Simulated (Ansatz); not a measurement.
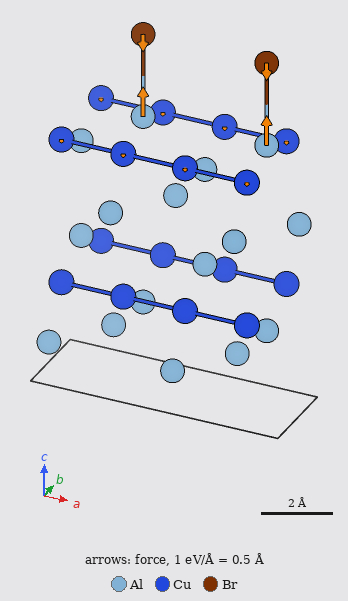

Starting geometry of a slab of composition Al8Cu4Br (cut from the I4/mcm phase) with the computed forces as orange arrows. A ball-and-stick model of the 2 × 1 repeat of the cell, outlined in the plane, without the vacuum, seen slightly off an axis.

Case: Br put at a top Al site. The slab is the (1 1 0) face of Al2Cu with Br on it. 6 atoms are held fixed.

These are results of DFT PBEsol, scalar-relativistic, plane waves, PAW in Ansatz 0.2.0, not measurements. Settings: plane-wave cutoff 420 eV; k-point mesh 7 × 7 × 1; occupations gaussian; smearing width 0.1 eV; no spin polarisation; dipole correction; atoms relaxed in a fixed cell; force threshold 0.03 eV/Å; at most 70 steps.

Is this structure relaxed? If not, where do the atoms go?

It isn't relaxed: the largest force vector, on an Al atom, is 1.80 eV/Å. The final displacements follow the starting forces only in part (cosine between the two patterns 0.48). After 4 geometry steps the energy has fallen by 0.236 eV per cell of the calculation. The largest force component goes from 1.8 to 0.01 eV/Å. An Al atom moves most: 0.35 Å along the normal (+c). Largest moves by element: Al 0.35 Å, Br 0.20 Å, Cu 0.03 Å. The lattice vectors keep their values. Near-neighbour distances that change, for instance: Al–Br 2.420 → 2.268 Å, Al–Cu 2.488 → 2.590 Å, Al–Cu 2.532 → 2.504 Å. Cost: 3.3 min on 2 threads of Arm Neoverse V1, on a shared host, peak memory 1 GiB.

Limits of the set-up: the cell has an odd number of electrons but was run without spin polarisation; the periodic images lie only 4.8 Å apart, so the values are limited by the cell's size.
